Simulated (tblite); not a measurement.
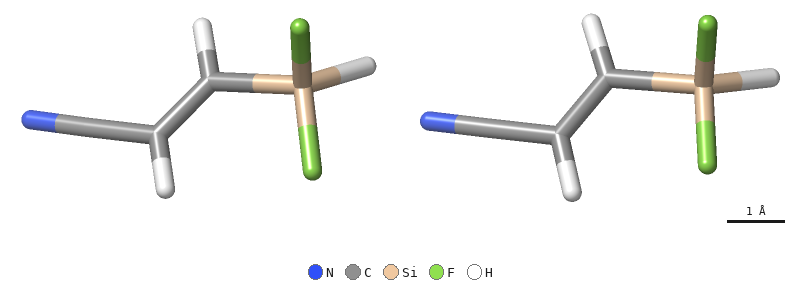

Two geometries of C$_{3}$H$_{3}$F$_{2}$NSi, drawn at one scale. One is the start of a relaxation, the other its converged end. The picture is a stick view, seen at a tilt.

Computed with GFN2-xTB geometry optimisation, gas phase in tblite 0.8.0. 

> Which of the two is the end point?

The right one is the relaxed one. The energy falls by 0.162 eV in 64 geometry steps. The atom that moves furthest after the best rigid fit is an H atom (0.27 Å). Largest moves by element: H 0.27 Å, F 0.23 Å, C 0.09 Å, N 0.08 Å, Si 0.03 Å. Some distances before and after: C–Si 1.825 → 1.874 Å, H–Si 1.483 → 1.441 Å, C–N 1.175 → 1.147 Å, C–H 1.100 → 1.084 Å. Bond angles that change, for instance: C–Si–H 111.6° → 117.8°, F–Si–F 109.1° → 102.9°, Si–C–H 112.9° → 118.2°. Cost: 0.32 s on 1 thread of Arm Neoverse V1 (shared host).
